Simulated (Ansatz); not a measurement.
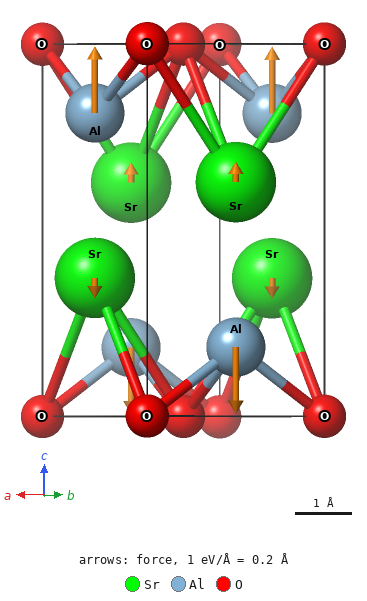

Starting geometry of solid SrAlO (a generated structure, set up in P4/nmm) (coarse preliminary run) with the computed forces as orange arrows. The picture is a ball-and-stick view of the cell of the calculation, seen from a free direction.

Theory: DFT PBE, scalar-relativistic, plane waves, PAW in Ansatz 0.2.0. Set-up: plane-wave cutoff 420 eV; k-point mesh 6 × 6 × 4; occupations gaussian; smearing width 0.1 eV; no spin polarisation; cell and atoms relaxed; force threshold 0.04 eV/Å; at most 70 steps.

> Is this structure relaxed? If not, where do the atoms go?

It isn't relaxed: the largest force vector, on Al atoms, is 6.04 eV/Å. The atoms end up moving mostly along the starting forces (cosine between the two patterns 1.00). After 14 accepted moves (18 points after the start) the energy has fallen by 852 meV per atom. Largest force component: 6 eV/Å at the start, 0.022 eV/Å at the end. The pressure goes from 11.12 to 0.10 GPa. The line search rejected the trial step at point 8 of the run. At 3 points the geometry stayed and the basis and grid were re-selected for the new cell (energy shift of 99.1 meV per atom at most each time). The largest moves relative to the cell, 1.07 Å, are those of Al atoms. By element the largest moves are Al 1.07 Å, Sr 0.41 Å. O stays in place. Cell: a = b 3.724 → 3.602 Å (−3.3 %), c 6.733 → 10.233 Å (+52.0 %). Volume +42.2 %. Near-neighbour distances that change, for instance: Al–Sr 2.983 → 6.015 Å, Sr–Sr 3.151 → 4.288 Å, O–Sr 3.118 → 3.841 Å, Al–Sr 2.916 → 3.616 Å. Among the angles between lasting bonds that change: O–Al–O 112.3° → 130.7°, Al–O–Al 112.3° → 130.7°, Al–O–Al 108.1° → 100.0°. The space group stays P4/nmm (No. 129). Cost: 2.6 min on 1 thread of Intel(R) Xeon(R) Processor @ 2.70GHz, on a shared host, peak memory 0.44 GiB.
